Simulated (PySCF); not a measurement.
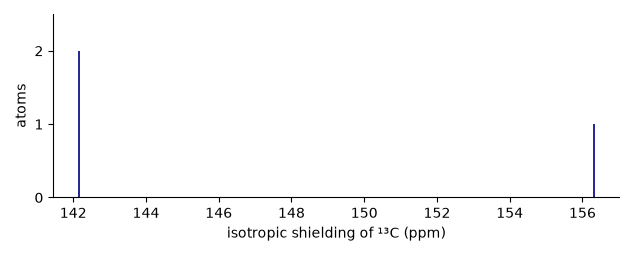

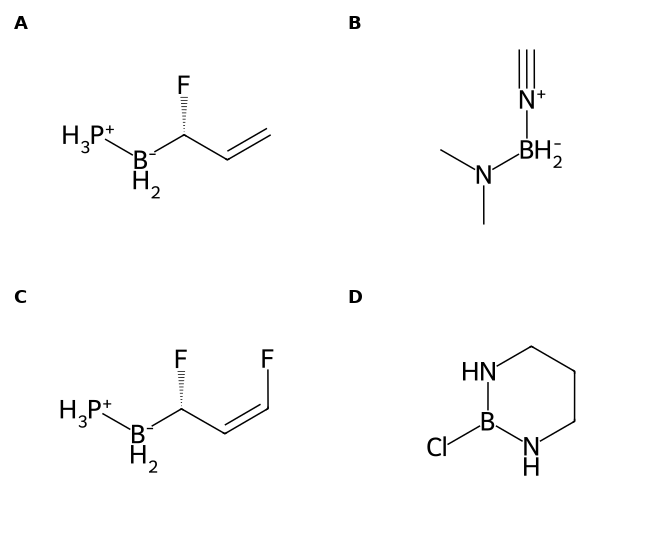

The sticks are computed shieldings of one of the molecules, for one fixed geometry (GFN2-xTB) without averaging over rotations. Low shielding means a high chemical shift. Method: GIAO PBE0/pcSseg-1 NMR shielding, non-relativistic, gas phase (PySCF 2.14.0).

Question: Match the spectrum to a structure.

Answer: D, `ClB1NCCCN1`. Its 3 C atoms give lines at 142.2 (2 atoms), 156.3 ppm.

The geometry is semi-empirical. Around B, P such bond lengths and angles can be off by a tenth of an ångström or more and by several degrees, and values that hang on the shape move with them.
